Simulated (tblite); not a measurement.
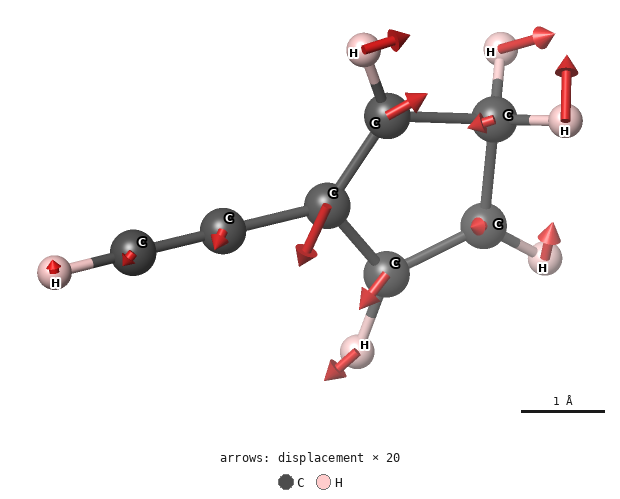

A relaxation of C7H6 (charge +1, multiplicity 2). The starting structure is drawn; red arrows show the displacements, 20 times their true length. The two geometries are superimposed by the best rigid fit.

Style: ball-and-stick. Shown at a tilt.

Method: tblite, GFN2-xTB geometry optimisation, gas phase. 

Describe the change and its energy.

Answer. The energy falls by 0.144 eV in 15 geometry steps. The largest moves after the best rigid fit, 0.046 Å, are those of C and H atoms. By element the largest moves are H 0.046 Å, C 0.046 Å. Near-neighbour distances that change, for instance: C–C 1.336 → 1.405 Å, C–C 1.498 → 1.467 Å, C–C 1.451 → 1.428 Å, C–C 1.348 → 1.363 Å. Bond angles that change, for instance: H–C–H 109.9° → 104.1°.
